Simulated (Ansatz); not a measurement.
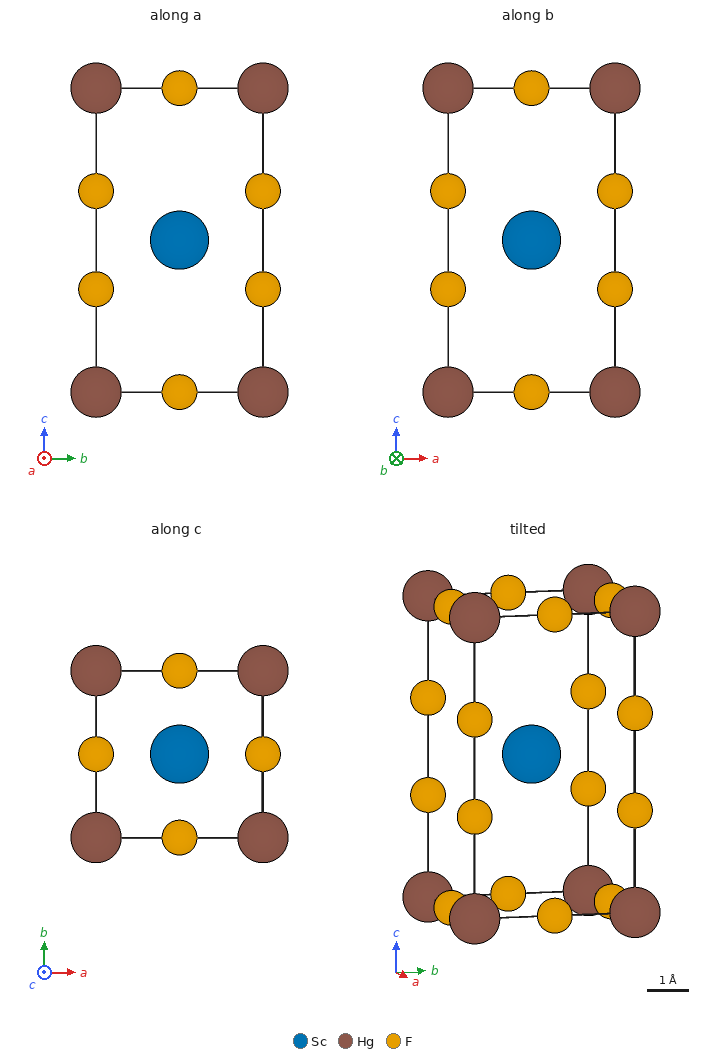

View along the a axis, along the b axis, along the c axis and slightly off an axis, drawn as a spheres-only model. Atoms at the boundary of the conventional unit cell (the box) are drawn once for each face, edge or corner they touch.

Lattice parameters: a = 4.1300 Å, b = 4.1300 Å, c = 7.5206 Å, α = 90.000°, β = 90.000°, γ = 90.000°.

> Set out the cell and atoms as a CIF in P1 with every atom of the cell, with free fractional coordinates to two decimals.

```cif
data_structure
_symmetry_space_group_name_H-M 'P 1'
_symmetry_Int_Tables_number 1
_cell_length_a 4.1300
_cell_length_b 4.1300
_cell_length_c 7.5206
_cell_angle_alpha 90.000
_cell_angle_beta 90.000
_cell_angle_gamma 90.000
_cell_volume 128.28
loop_
_atom_site_label
_atom_site_type_symbol
_atom_site_fract_x
_atom_site_fract_y
_atom_site_fract_z
_atom_site_occupancy
Sc1 Sc 0.50 0.50 0.50 1
Hg1 Hg 0.00 0.00 0.00 1
F1 F 0.00 0.00 0.66 1
F2 F 0.50 0.00 0.00 1
F3 F 0.00 0.50 0.00 1
F4 F 0.00 0.00 0.34 1
```

The structure comes from a structure type filled with these elements by a generator (whether the compound takes this form wasn't checked). Earlier steps of the study may have refined or changed the cell and positions. An electronic-structure calculation with Ansatz was run on it.
